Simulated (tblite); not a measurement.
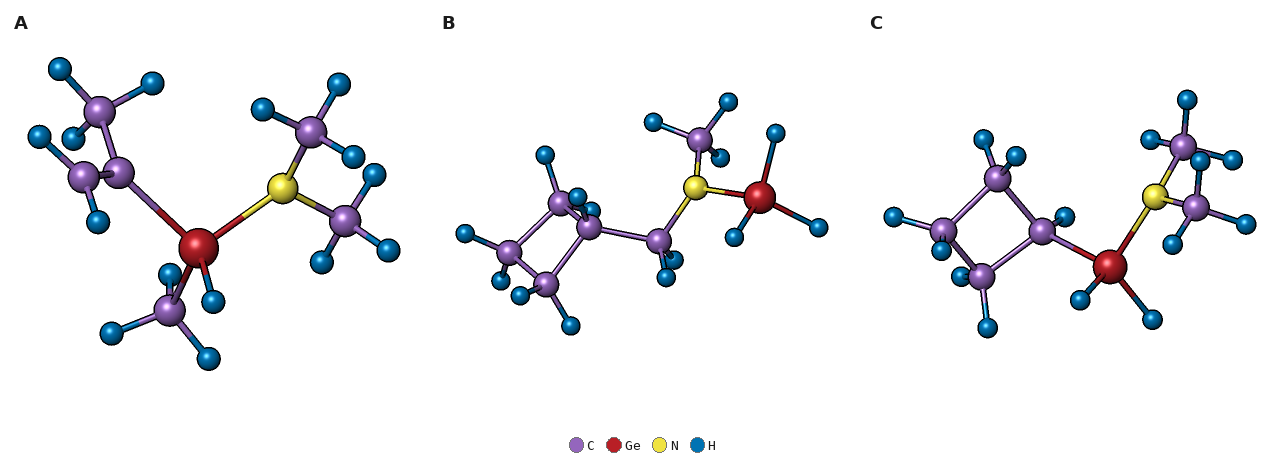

Figure made from data computed with tblite.

```xyz
23
charge 0, multiplicity 1
C     2.0883   -0.0166    2.0402
C     1.5599   -0.1370    0.8328
C     2.1359   -1.0347   -0.2132
Ge   -0.0405    0.8900    0.3018
C     0.2914    2.1462   -1.1923
N    -1.2318   -0.3829   -0.3115
C    -1.5489   -1.4927    0.5603
C    -2.3721   -0.0004   -1.1129
H     1.6586    0.6453    2.7756
H     2.9681   -0.5654    2.3447
H     1.3561   -1.6819   -0.6130
H     2.5179   -0.4343   -1.0392
H     2.9454   -1.6465    0.1807
H    -0.5250    1.6673    1.5384
H     1.1841    2.7312   -0.9896
H     0.4435    1.5995   -2.1189
H    -0.5366    2.8358   -1.3289
H    -0.6742   -1.7456    1.1585
H    -1.8302   -2.3637   -0.0400
H    -2.3814   -1.2689    1.2404
H    -3.2334    0.3052   -0.5040
H    -2.0974    0.8243   -1.7665
H    -2.6824   -0.8470   -1.7331
```

Which picture belongs to the input above?

Answer. A. The file holds C6H15GeN, `C=[C](C)[Ge@@H]([CH3])[N](C)C`.
